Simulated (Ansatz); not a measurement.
The calculation's input:

```
crystal:
  periodic: [false, false, false]
  atoms:
    - symbol: C
      position_ang: [-0.411183, -1.324978, -0.218388]
    - symbol: B
      position_ang: [-1.542147, -0.449109, 0.309222]
    - symbol: Cl
      position_ang: [1.196716, -0.726967, -0.316652]
    - symbol: F
      position_ang: [-2.769885, -0.973350, 0.360366]
    - symbol: H
      position_ang: [-1.376189, 0.670782, 0.673265]
    - symbol: H
      position_ang: [-0.502983, -2.348570, -0.562681]
basis:
  gaussian: {orbitals: def2-TZVPD}
magnetization: {spin_polarized: true, initial_magnetization: 1}
hamiltonian: {xc: pbe0}
output: {forces: true, orbitals: {seedname: orbitals}}
```

Launched as:

```sh
ansatz run input.yaml --threads 2 --pin off --max-ram 4350MiB --events-out events.jsonl --progress --plain --runs-dir runs
```

Geometry: B3LYP-D3(BJ)/6-311G**.

Level of theory: isolated molecule in a Gaussian basis; Kohn-Sham density functional theory, functional PBE0 (Ansatz).

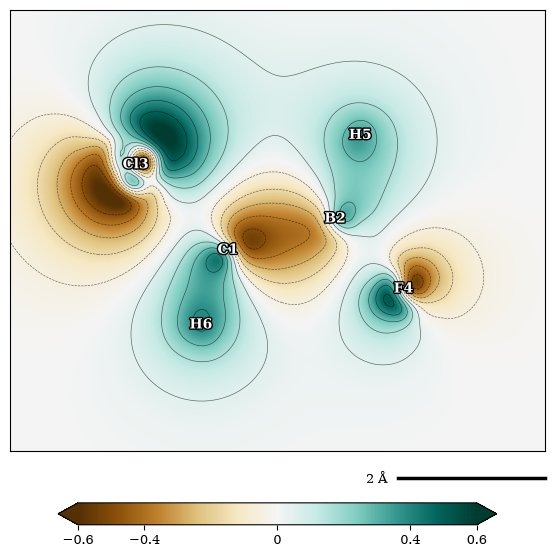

CH$_{2}$BClF (doublet). One frontier orbital on the molecular plane (values in Å⁻³ᐟ²; the overall sign is arbitrary).

Which orbital is it: HOMO (β) or LUMO (β)?

The HOMO (β), at −9.02 eV. By Hirshfeld shares it lies mainly on Cl3 (about 55 %), C1 (about 15 %), B2 (about 10 %) and F4 (about 5 %); it is symmetric in the molecular plane (an in-plane orbital: σ, lone-pair or in-plane π type).
